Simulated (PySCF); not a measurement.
## Electronic structure of F₅ORe (Re(O)(F)5) in real space

Input

```
mol = gto.M(atom='''
Re     0.06300    -0.04096     0.04123
O      1.24962    -0.71819     1.04097
F     -0.05490     1.52941     0.99684
F     -1.33900    -0.73040     1.01782
F      1.27662     0.75520    -1.09284
F     -1.26944     0.70826    -1.07582
F     -0.01518    -1.49483    -1.08779''',
    basis={'Re': 'def2-SVP', 'O': 'def2-SVP', 'F': 'def2-SVP'},
    ecp={'Re': 'def2-SVP'},
    charge=0, spin=0)
mf = dft.RKS(mol, xc='R2SCAN')
mf.grids.atom_grid = (75, 302)  # f atoms: at least (60, 302), unpruned
mf = mf.density_fit()  # Re def2-universal-JKFIT, O def2-universal-JKFIT, F def2-universal-JKFIT
mf.conv_tol = 1e-09; mf.max_cycle = 55
mf.kernel(dm0)
```

Launched as:

```sh
OMP_NUM_THREADS=2 python run.py
```

Core potentials replace the inner electrons of Re.

These are results of RKS r2SCAN, Re def2-SVP with ECP60, O def2-SVP, F def2-SVP; non-relativistic Hamiltonian with scalar-relativistic core potentials where named; density fitting in PySCF, not measurements.

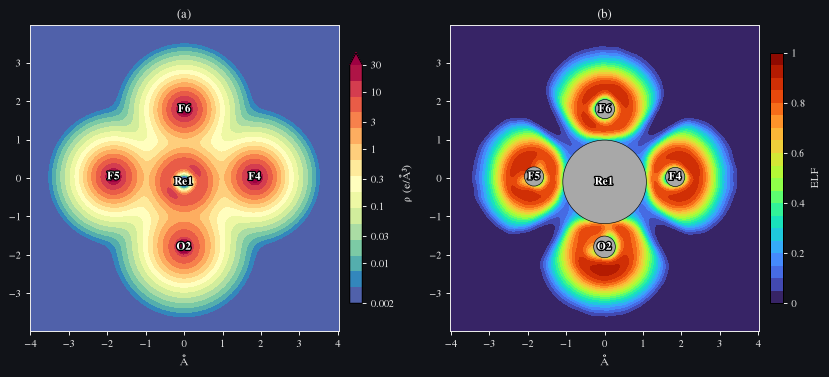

Figure 1. (a) electron density; (b) ELF on the plane of atoms O2, Re1 and F4. Grey discs cover the atomic cores in the ELF map.

Interpret the plot.

- Atoms in the plane: Re, O and F.
- Re–O (1.69 Å): ρ at the midpoint is about 2 e/Å³; the ELF peaks at about 0.75 in the valence shell of O, 0.5 Å from its nucleus, and drops to about 0.30 between the two atoms.
- Re–F (1.84 Å): the density is about 1.2 e/Å³ at the midpoint; the ELF peaks at about 0.80 in the valence shell of F, 0.5 Å from its nucleus, and drops to about 0.25 between the two atoms.
- Re–F (1.89 Å): ρ at the midpoint is about 1 e/Å³; the ELF peaks at about 0.80 in the valence shell of F, 0.5 Å from its nucleus, and drops to about 0.20 between the two atoms.

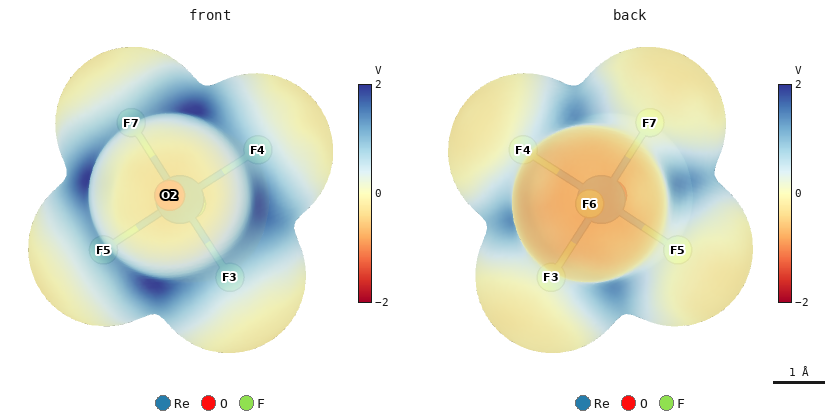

Figure 2. The molecular electrostatic potential painted on the density surface at 0.002 e/bohr³, seen from the front and from behind; red is negative and blue positive.

Which sites attract a positive test charge, and which a negative one?

A positive charge is drawn to the negative regions and a negative charge to the positive ones. The most negative region (about −0.8 V) lies over F6, the most positive (about +1.9 V) over Re1.

How polar is the molecule by this calculation?

Its dipole moment is 1.14 D.

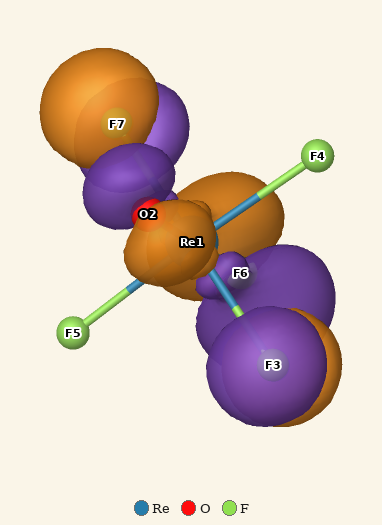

Figure 3. The HOMO at ±0.1 Å⁻³ᐟ² (orange and purple are the two phases), seen at a tilt.

What is the character of this orbital?

It lies mainly on F6 (about 50 %), F3 (about 20 %), F7 (about 20 %) and O2 (about 5 %); largely a combination of lone pairs on F6, F3, F7 and O2. It is one of a degenerate set, so its orientation is arbitrary. Its energy is −10.63 eV.
